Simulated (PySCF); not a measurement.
# CH3BrGe (SMILES [CH3][Ge][Br]): CAM-B3LYP/def2-TZVPP

What is the vertical ionisation energy of CH3BrGe at CAM-B3LYP/def2-TZVPP? 

Program for the calculation: PySCF 2.14.0.

## 1. The system as given

The species is CH3BrGe (6 atoms), meant as a singlet with charge 0. As SMILES, `[CH3][Ge][Br]`. The coordinates come from a PBE0-D4/def2-TZVP relaxation.

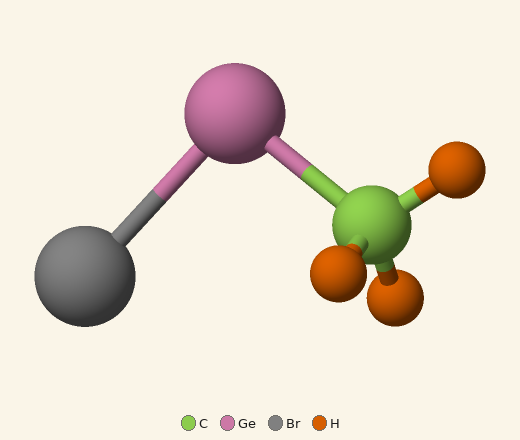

Viewed from a chosen angle; carbon green, germanium pink, bromine grey, hydrogen orange.

## 2. The energy at CAM-B3LYP/def2-TZVPP

File start.xyz:

```xyz
6
CH3BrGe
C     -0.427600     0.399000    -0.270700
Ge     0.170800    -0.356300     1.464600
Br     1.884400    -1.715100     0.583800
H      0.401600     0.936200    -0.741200
H     -1.269700     1.080800    -0.133600
H     -0.717300    -0.408600    -0.949200
```

File job.py:

```python
from pyscf import gto, dft

mol = gto.Mole()
mol.atom = 'start.xyz'
mol.spin = 0
mol.charge = 0
mol.basis = 'def2-tzvpp'
mol.verbose = 3
mol.max_memory = 1860
mol.build()

mf = dft.RKS(mol)
mf.xc = 'cam-b3lyp'
mf.grids.level = 4
mf.conv_tol = 1e-10
mf.kernel()
if not mf.converged:
    mf = mf.newton().run(mf.mo_coeff, mf.mo_occ)

energy = mf.e_tot
print('E(%s) = %.9f' % ('CAM-B3LYP', energy))
```

Command:

```bash
OMP_NUM_THREADS=1 python job.py
```

The program printed:

```text
converged SCF energy = -4691.33814063017
E(CAM-B3LYP) = -4691.338140630
```

It took 80 s on 1 thread of Arm Neoverse V2, shared host; peak memory 1.4 GiB.

## 3. The doublet cation

File job.py:

```python
from pyscf import gto, dft

mol = gto.M(
    atom='''
C       -0.427600       0.399000      -0.270700
Ge       0.170800      -0.356300       1.464600
Br       1.884400      -1.715100       0.583800
H        0.401600       0.936200      -0.741200
H       -1.269700       1.080800      -0.133600
H       -0.717300      -0.408600      -0.949200
''',
    max_memory=1860,
    verbose=3,
    basis='def2-tzvpp',
    spin=1,
    charge=1,
)

mf = dft.UKS(mol, xc='cam-b3lyp')
mf.conv_tol = 1e-10
mf.grids.level = 4
mf.kernel()
if not mf.converged:
    mf = mf.newton().run(mf.mo_coeff, mf.mo_occ)

e_final = mf.e_tot
print(f'total energy: {e_final:.8f} hartree')
```

Command:

```bash
OMP_NUM_THREADS=1 python job.py
```

The program printed:

```text
WARN: HOMO -0.240960710309189 >= LUMO -0.240960710309185

converged SCF energy = -4691.0062547146  <S^2> = 0.76057367  2S+1 = 2.0105459
total energy: -4691.00625471 hartree
```

Run time: 2.6 min. Hardware: 1 thread of Arm Neoverse V2, shared host; peak memory 1.4 GiB.

## 4. Summary of results

At CAM-B3LYP/def2-TZVPP:

| quantity | value |
| --- | --- |
| singlet CH3BrGe: total energy | -4691.33814 Eh |
| singlet CH3BrGe: dipole moment | 2.40 D |
| singlet CH3BrGe: HOMO energy | -8.08 eV |
| singlet CH3BrGe: LUMO energy | -1.73 eV |
| singlet CH3BrGe: HOMO–LUMO gap | 6.35 eV |
| doublet cation: total energy | -4691.00625 Eh |
| doublet cation: HOMO energy (highest over α and β) | -14.98 eV |
| doublet cation: LUMO energy (lowest over α and β) | -9.99 eV |
| doublet cation: ⟨S²⟩ | 0.761 |
| vertical ionisation energy (to the doublet cation) | 9.031 eV |

What this shows: The vertical ionisation energy comes to 9.03 eV (208 kcal/mol). The negative HOMO energy of the first species, 8.08 eV, lies 0.95 eV below that difference. Mulliken charges (doublet cation) run from -0.35 on C1 to +0.75 on Ge2; they depend strongly on the basis.
